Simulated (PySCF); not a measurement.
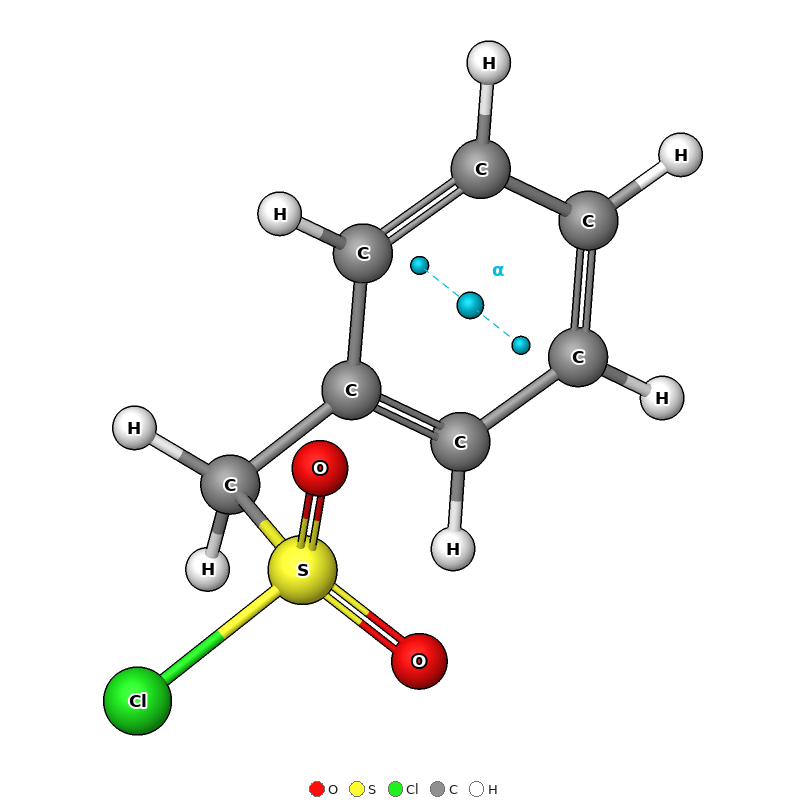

The small points mark where nucleus-independent chemical shifts (NICS) were computed: at the centre of each lettered ring and 1 Å above and below it. Computed geometry: GFN2-xTB optimisation. No frequency run is at hand to confirm it as a minimum. Method: GIAO PBE0/pcSseg-1 NMR shielding, non-relativistic, gas phase (PySCF 2.14.0).

Give NICS(0), NICS(1) and the out-of-plane component NICS(1)zz for each ring (means of the two sides).

```tsv
ring	members	NICS(0)	NICS(1)	NICS(1)zz
α	C6	−8.7	−11.3	−28.7
```

Values in ppm.

What do the values say about the ring currents?

Ring α: diatropic, as in an aromatic ring. NICS is one index among several.
